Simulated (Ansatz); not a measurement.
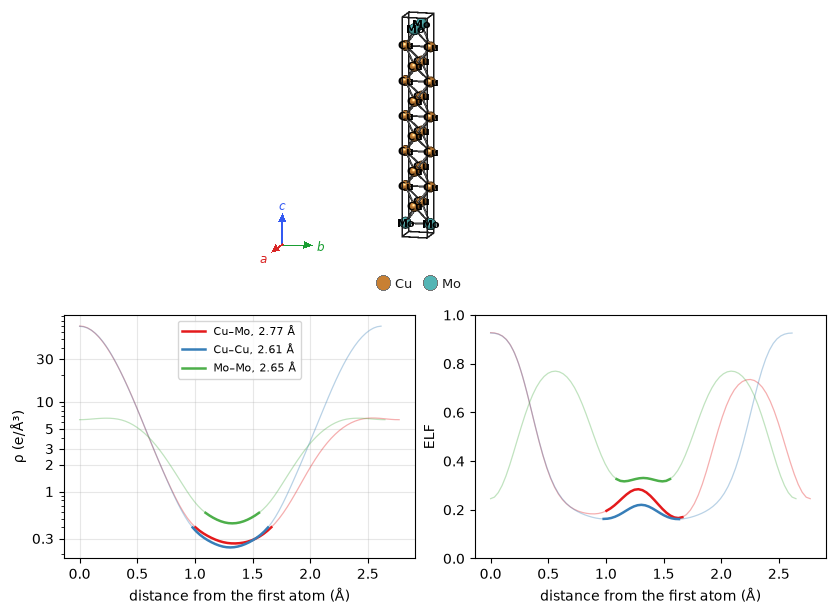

Figure. Cu5Mo. Valence charge density (pseudo) and ELF along straight lines between neighbouring atoms. Thin, pale parts lie inside the atomic spheres. The structure is drawn too.

Space group P4/nmm; a generated structure, not necessarily the stable one; changed on purpose from its base cell (volume × 1.06, shape and atoms relaxed); computed pressure about −8 GPa in this cell; computed without spin polarisation.

These are results of DFT PBE, scalar-relativistic, plane waves, PAW (Ansatz), not measurements.

In a PAW calculation such maps are meaningful between the atoms, not at the nuclei.

**What can be read from the curves?**

Cu–Mo (2.77 Å): ρ is about 0.27 e/Å³ halfway; the ELF is about 0.25 at the midpoint (no localised pair shows between them).
Cu–Cu (2.61 Å): ρ at the midpoint is about 0.24 e/Å³; the ELF is about 0.20 at the midpoint; no shared electron pair shows on this line.
Mo–Mo (2.65 Å): the density is about 0.44 e/Å³ at the midpoint; the ELF is about 0.35 at the midpoint.
